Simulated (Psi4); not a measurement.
# C3H7F (2-fluoropropane): CAM-B3LYP/cc-pVDZ

Aim: the vertical ionisation energy of C3H7F (2-fluoropropane) at CAM-B3LYP/cc-pVDZ, from 2 runs. 

Program for the calculation: Psi4 1.11.

2 further runs of the same task are left out: 2 set aside as unsound or not needed.

## Step 1: The system as given

The species is C3H7F (11 atoms), meant as a singlet with charge 0. As SMILES, `CC(C)F`. The shape is that of a PBE0-D4/def2-TZVP optimisation.

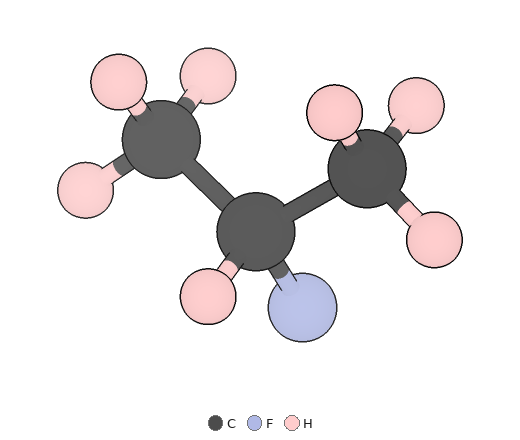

The structure, seen from a chosen angle (carbon dark grey, fluorine light blue, hydrogen pink).

## Step 2: A single-point energy at CAM-B3LYP/cc-pVDZ

File calc.in:

```
memory 1600 MB

molecule {
  C
  C 1 r2
  C 2 r3 1 a3
  F 2 r4 3 a4 1 d4
  H 1 r5 2 a5 4 d5
  H 1 r6 5 a6 2 d6
  H 1 r7 5 a7 6 d7
  H 2 r8 4 a8 1 d8
  H 3 r9 2 a9 8 d9
  H 3 r10 9 a10 2 d10
  H 3 r11 10 a11 9 d11

  r2 = 1.507872
  r3 = 1.507821
  a3 = 113.85887
  r4 = 1.395975
  a4 = 108.25902
  d4 = 120.43626
  r5 = 1.091138
  a5 = 110.58045
  d5 = 56.8664
  r6 = 1.092402
  a6 = 108.41938
  d6 = -121.0406
  r7 = 1.092498
  a7 = 108.64619
  d7 = -117.70059
  r8 = 1.096392
  a8 = 105.93567
  d8 = 118.06034
  r9 = 1.092496
  a9 = 110.3566
  d9 = 178.72969
  r10 = 1.091133
  a10 = 108.63987
  d10 = 121.39149
  r11 = 1.092465
  a11 = 108.42862
  d11 = -117.69456
  symmetry c1
}

set reference rks
set puream true
set e_convergence 1e-09
set d_convergence 1e-08
set scf_type pk
set dft_radial_points 99
set dft_spherical_points 590

E, wfn = energy("cam-b3lyp/cc-pVDZ", return_wfn=True)
oeprop(wfn, "LOWDIN_CHARGES", "WIBERG_LOWDIN_INDICES", "QUADRUPOLE", title="CAM-B3LYP")
```

Launch:

```bash
psi4 -i calc.in -o calc.out -n 1
```

calc.out:

```text
[...]
  Running in c1 symmetry.
[...]
  Nuclear repulsion =  133.058594560611880
[...]
  Multiplicity = 1
[...]
  Nalpha       = 17
  Nbeta        = 17
[...]
    Number of basis functions: 91
[...]
   @RKS iter   1:  -218.07048761550161   -3.72750e-01   7.06375e-03 DIIS/ADIIS
[...]
   @RKS iter  10:  -218.28464525712559   -3.34524e-11   8.55970e-09 DIIS
[...]
    Orbital Energies [Eh]
    ---------------------
    Doubly Occupied:
       1A    -24.732389     2A    -10.329062     3A    -10.253904
       4A    -10.253876     5A     -1.251955     6A     -0.870183
       7A     -0.779488     8A     -0.669352     9A     -0.571308
      10A     -0.534895    11A     -0.523814    12A     -0.466648
      13A     -0.460668    14A     -0.450643    15A     -0.436110
      16A     -0.387636    17A     -0.382094
[...]
  @RKS Final Energy:  -218.28464525712559
   => Energetics <=
    Nuclear Repulsion Energy =            133.0585945606118798
    One-Electron Energy =                -561.4617615500089869
    Two-Electron Energy =                 231.4016085477294098
    DFT Exchange-Correlation Energy =     -21.2830868154578852
    Empirical Dispersion Energy =           0.0000000000000000
    VV10 Nonlocal Energy =                  0.0000000000000000
    Total Energy =                       -218.2846452571255895
[...]
 Multipole Moments:
 ------------------------------------------------------------------------------------
     Multipole            Electronic (a.u.)      Nuclear  (a.u.)        Total (a.u.)
 ------------------------------------------------------------------------------------
 L = 1.  Multiply by 2.5417464519 to convert [e a0] to [Debye]
 Dipole X            :         -3.2282769            3.7708795            0.5426025
 Dipole Y            :          3.8278525           -4.1922722           -0.3644198
 Dipole Z            :          2.4925425           -2.7297766           -0.2372341
 Magnitude           :                                                    0.6953411
 L = 2.  Multiply by 1.3450342976 to convert [e a0^2] to [Debye ang]
 Quadrupole XX       :        -65.9531821           46.8828866          -19.0702954
 Quadrupole XY       :         30.9251043          -30.1548477            0.7702566
[...]
```

Run time: 21 s. Hardware: 1 thread of Intel Xeon 6975P-C (Granite Rapids), shared host; peak memory 0.95 GiB.

## Step 3: The doublet cation, same level

File job.in:

```
memory 1600 mb

molecule {
  1 2
  C
  C 1 1.507872
  C 2 1.507821 1 113.85887
  F 2 1.395975 3 108.25902 1 120.43626
  H 1 1.091138 2 110.58045 4 56.8664
  H 1 1.092402 5 108.41938 2 -121.0406
  H 1 1.092498 5 108.64619 6 -117.70059
  H 2 1.096392 4 105.93567 1 118.06034
  H 3 1.092496 2 110.3566 8 178.72969
  H 3 1.091133 9 108.63987 2 121.39149
  H 3 1.092465 10 108.42862 9 -117.69456
  units angstrom
  symmetry c1
  no_reorient
  no_com
}

set {
  basis cc-pVDZ
  reference uks
  puream true
  e_convergence 1e-09
  d_convergence 1e-08
  scf_type pk
  dft_radial_points 99
  dft_spherical_points 590
  maxiter 200
}

energy("cam-b3lyp")
```

Launch:

```bash
psi4 -n 1 job.in job.out
```

job.out:

```text
[...]
  Running in c1 symmetry.
[...]
  Nuclear repulsion =  133.058594560611880
[...]
  Multiplicity = 2
[...]
  Nalpha       = 17
  Nbeta        = 16
[...]
    Number of basis functions: 91
[...]
   @UKS iter   1:  -217.69064587543397    7.09216e-03   6.29856e-03 DIIS/ADIIS
[...]
   @UKS iter  21:  -217.85753316626415   -6.36334e-10   6.87628e-09 DIIS
[...]
   @S^2 Observed:                7.538691045E-01
[...]
    Orbital Energies [Eh]
    ---------------------
    Alpha Occupied:
       1A    -25.074220     2A    -10.635398     3A    -10.501365
       4A    -10.501215     5A     -1.575089     6A     -1.148924
       7A     -1.029012     8A     -0.955271     9A     -0.874548
      10A     -0.812598    11A     -0.804923    12A     -0.747721
      13A     -0.710208    14A     -0.702008    15A     -0.680121
      16A     -0.678281    17A     -0.657224
    Alpha Virtual:
      18A     -0.108338    19A     -0.087463    20A     -0.065700
      21A     -0.038239    22A     -0.021447    23A     -0.019274
      24A      0.006972    25A      0.014520    26A      0.030043
[...]
  @UKS Final Energy:  -217.85753316626415
   => Energetics <=
    Nuclear Repulsion Energy =            133.0585945606118798
    One-Electron Energy =                -552.2382854520401452
    Two-Electron Energy =                 222.3484135680587883
    DFT Exchange-Correlation Energy =     -21.0262558428946740
    Empirical Dispersion Energy =           0.0000000000000000
    VV10 Nonlocal Energy =                  0.0000000000000000
    Total Energy =                       -217.8575331662641474
[...]
 Multipole Moments:
 ------------------------------------------------------------------------------------
     Multipole            Electronic (a.u.)      Nuclear  (a.u.)        Total (a.u.)
 ------------------------------------------------------------------------------------
 L = 1.  Multiply by 2.5417464519 to convert [e a0] to [Debye]
 Dipole X            :         -2.8433118            3.7708795            0.9275677
 Dipole Y            :          3.7021222           -4.1922722           -0.4901500
 Dipole Z            :          2.4100850           -2.7297766           -0.3196916
 Magnitude           :                                                    1.0967368
[...]
```

Run time: 54 s. Hardware: 1 thread of Intel Xeon 6975P-C (Granite Rapids), shared host; peak memory 0.95 GiB.

## Step 4: Summary of results

At CAM-B3LYP/cc-pVDZ:

| quantity | value |
| --- | --- |
| singlet C3H7F: total energy | -218.28465 Eh |
| singlet C3H7F: dipole moment | 1.77 D |
| singlet C3H7F: HOMO energy | -10.40 eV |
| singlet C3H7F: LUMO energy | 2.82 eV |
| singlet C3H7F: HOMO–LUMO gap | 13.21 eV |
| doublet cation: total energy | -217.85753 Eh |
| doublet cation: HOMO energy (highest over α and β) | -17.72 eV |
| doublet cation: LUMO energy (lowest over α and β) | -12.82 eV |
| doublet cation: ⟨S²⟩ | 0.754 |
| vertical ionisation energy (to the doublet cation) | 11.622 eV |

Removing an electron at fixed nuclei costs 11.62 eV (1121 kJ/mol). −ε(HOMO) before ionisation, 10.40 eV, is 1.23 eV below this ionisation energy.
